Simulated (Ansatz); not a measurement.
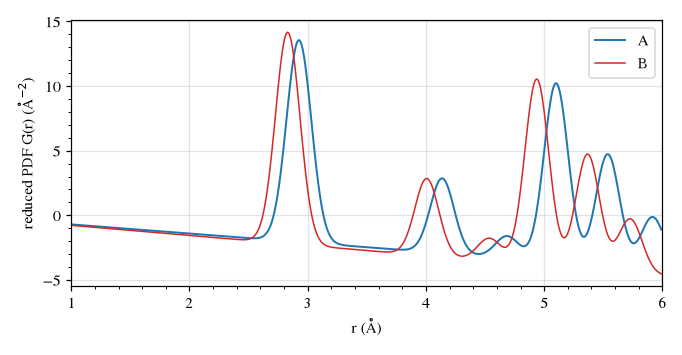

Simulated X-ray pair distribution function, G(r) = R(r)/r − 4πρ₀r, summed over the atomic distances of the structure with each pair weighted by the product of the atomic numbers (X-ray weights at Q = 0); every distance is a Gaussian of σ = 0.10 Å. There is no Q-range truncation. Both curves are of Ti in space group P6_3/mmc, for two cells of different size. A: the input geometry of an electronic-structure calculation (not necessarily at equilibrium); B: the input geometry of an electronic-structure calculation (not necessarily at equilibrium).

Question: How does the volume of B compare with that of A?

Answer: Cell A is larger: the volume of B is 9.3 % below that of A (17.79 and 16.12 Å³ per atom), a mean linear change of -3.2 %. The shortest distance is 2.901 Å in A and 2.808 Å in B.

Question: Give both cells.

Answer: Cell A: a = 2.960 Å, b = 2.960 Å, c = 4.688 Å, α = 90.00°, β = 90.00°, γ = 120.00°
Cell B: a = 2.864 Å, b = 2.864 Å, c = 4.540 Å, α = 90.00°, β = 90.00°, γ = 120.00°
